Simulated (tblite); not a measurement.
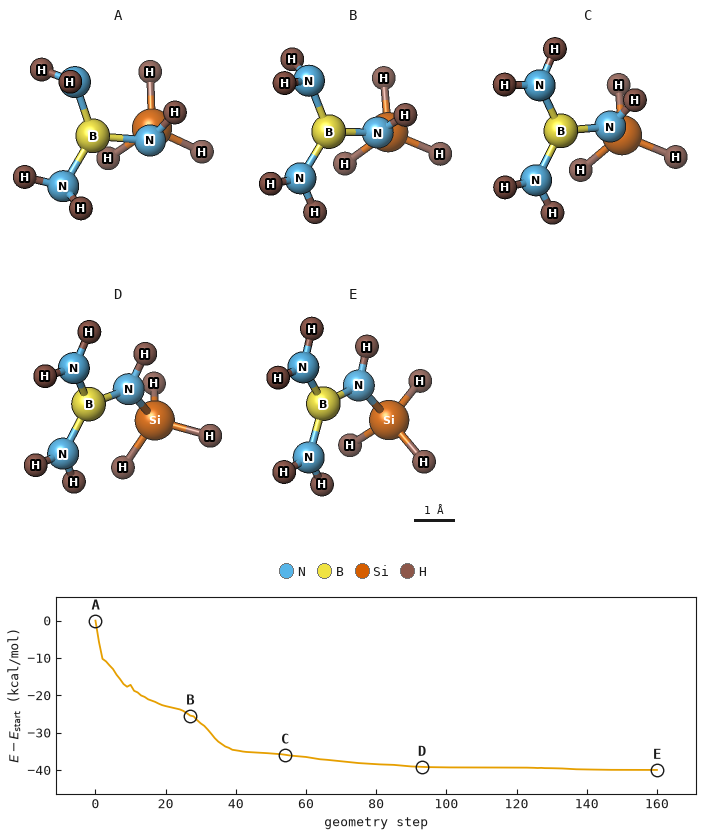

Frames of a relaxation of BSiN3H8, marked on the history of the run. A ball-and-stick model, seen from a free direction.

All numbers below come from GFN2-xTB geometry optimisation, gas phase in tblite 0.8.0. 

What happens along the run?

Over 160 geometry steps the energy falls by 40.0 kcal/mol. An H atom moves most after the best rigid fit: 1.81 Å. By element the largest moves are H 1.81 Å, N 1.18 Å, Si 0.33 Å, B 0.32 Å. Near-neighbour distances that change, for instance: B–N 1.498 → 1.409 Å, B–N 1.520 → 1.438 Å, N–Si 1.788 → 1.718 Å, H–N 1.062 → 1.007 Å. Among the angles between lasting bonds that change: B–N–Si 107.6° → 129.9°, B–N–H 108.7° → 123.5°, B–N–H 110.0° → 123.2°. From step 0 to 27: an H atom moves most (0.96 Å), energy −25.4 kcal/mol. From step 27 to 54: an H atom moves most (1.00 Å), energy −10.5 kcal/mol. From step 54 to 93: an H atom moves most (0.94 Å), energy −3.27 kcal/mol. From step 93 to 160: an H atom moves most (0.95 Å), energy −0.81 kcal/mol.

```json
{"step": "0", "E − E(0), kcal/mol": "0.00"}
{"step": "1", "E − E(0), kcal/mol": "-5.72"}
{"step": "2", "E − E(0), kcal/mol": "-10.22"}
{"step": "3", "E − E(0), kcal/mol": "-10.90"}
{"step": "4", "E − E(0), kcal/mol": "-11.98"}
{"step": "5", "E − E(0), kcal/mol": "-12.96"}
{"step": "6", "E − E(0), kcal/mol": "-14.47"}
{"step": "7", "E − E(0), kcal/mol": "-15.64"}
{"step": "8", "E − E(0), kcal/mol": "-16.97"}
{"step": "9", "E − E(0), kcal/mol": "-17.69"}
{"step": "10", "E − E(0), kcal/mol": "-17.19"}
{"step": "18", "E − E(0), kcal/mol": "-22.21"}
{"step": "26", "E − E(0), kcal/mol": "-24.74"}
{"step": "34", "E − E(0), kcal/mol": "-31.44"}
{"step": "42", "E − E(0), kcal/mol": "-35.03"}
{"step": "49", "E − E(0), kcal/mol": "-35.46"}
{"step": "57", "E − E(0), kcal/mol": "-36.22"}
{"step": "65", "E − E(0), kcal/mol": "-37.17"}
{"step": "73", "E − E(0), kcal/mol": "-37.91"}
{"step": "81", "E − E(0), kcal/mol": "-38.46"}
{"step": "89", "E − E(0), kcal/mol": "-38.94"}
{"step": "97", "E − E(0), kcal/mol": "-39.23"}
{"step": "105", "E − E(0), kcal/mol": "-39.30"}
{"step": "113", "E − E(0), kcal/mol": "-39.31"}
{"step": "121", "E − E(0), kcal/mol": "-39.32"}
{"step": "128", "E − E(0), kcal/mol": "-39.46"}
{"step": "136", "E − E(0), kcal/mol": "-39.75"}
{"step": "144", "E − E(0), kcal/mol": "-39.89"}
{"step": "152", "E − E(0), kcal/mol": "-39.94"}
{"step": "160", "E − E(0), kcal/mol": "-39.95"}
```
